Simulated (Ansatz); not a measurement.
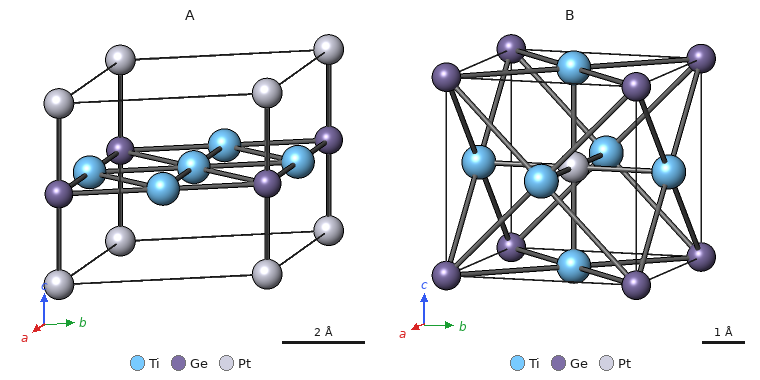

Two structures of Ti₃GePt, each relaxed to rest (conventional cells in solid outline, small ones repeated, not to one scale). Method: DFT PBE, scalar-relativistic, plane waves, PAW (Ansatz), without spin polarisation.

Question: What structure does each panel show?

Answer: A: 5 atoms a cell on a primitive hexagonal lattice, P6/mmm. B: 5 atoms a cell on a primitive cubic lattice, Pm-3m.

Question: A or B: which is lower in energy?

Answer: B is lower, by 260 meV/atom at this level of theory (energies at zero smearing). Volumes: A 21.8, B 21.8 Å³/atom.

One or both may be structure types tried for this composition rather than known phases.
